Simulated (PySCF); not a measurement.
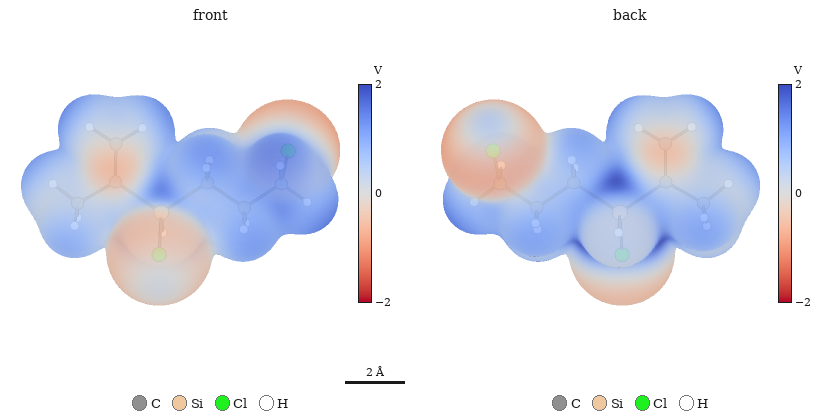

C$_{6}$H$_{12}$Cl$_{2}$Si. The molecular electrostatic potential painted on the density surface at 0.004 e/bohr³, seen from the front and from behind; the colour scale runs from red (negative) to blue (positive).

Geometry: GFN2-xTB.

These are results of PBE0/pcSseg-1, SCF density, gas phase, non-relativistic (PySCF 2.14.0), not measurements.

```yaml
atoms:
  - { symbol: C, position_ang: [-2.2817, 0.9998, 0.9814] }
  - { symbol: C, position_ang: [-2.1656, 0.0600, 0.0518] }
  - { symbol: C, position_ang: [-3.3773, -0.5528, -0.5840] }
  - { symbol: Si, position_ang: [-0.4976, -0.5956, -0.5524] }
  - { symbol: Cl, position_ang: [-0.4104, -2.5902, -0.1679] }
  - { symbol: C, position_ang: [0.9704, 0.2363, 0.3258] }
  - { symbol: C, position_ang: [2.3148, -0.3227, -0.1307] }
  - { symbol: C, position_ang: [3.4894, 0.3740, 0.5362] }
  - { symbol: Cl, position_ang: [3.5900, 2.0847, 0.0317] }
  - { symbol: H, position_ang: [-3.2452, 1.3563, 1.3136] }
  - { symbol: H, position_ang: [-1.4252, 1.4553, 1.4479] }
  - { symbol: H, position_ang: [-3.3439, -0.4143, -1.6635] }
  - { symbol: H, position_ang: [-4.2934, -0.1098, -0.1995] }
  - { symbol: H, position_ang: [-3.3973, -1.6245, -0.3920] }
  - { symbol: H, position_ang: [-0.3858, -0.4369, -2.0074] }
  - { symbol: H, position_ang: [0.9543, 1.3086, 0.1313] }
  - { symbol: H, position_ang: [0.8875, 0.1110, 1.4074] }
  - { symbol: H, position_ang: [2.4086, -0.2248, -1.2136] }
  - { symbol: H, position_ang: [2.3764, -1.3853, 0.1158] }
  - { symbol: H, position_ang: [4.4362, -0.0870, 0.2554] }
  - { symbol: H, position_ang: [3.3869, 0.3752, 1.6216] }
```

> Where is the surface potential most negative and most positive?

The most negative region (about −0.7 V) lies over Cl9, the most positive (about +1.7 V) over Si4. Cl9 shows a σ-hole: about +0.4 V at the tip opposite its bond, against about −0.4 V on its flanks.
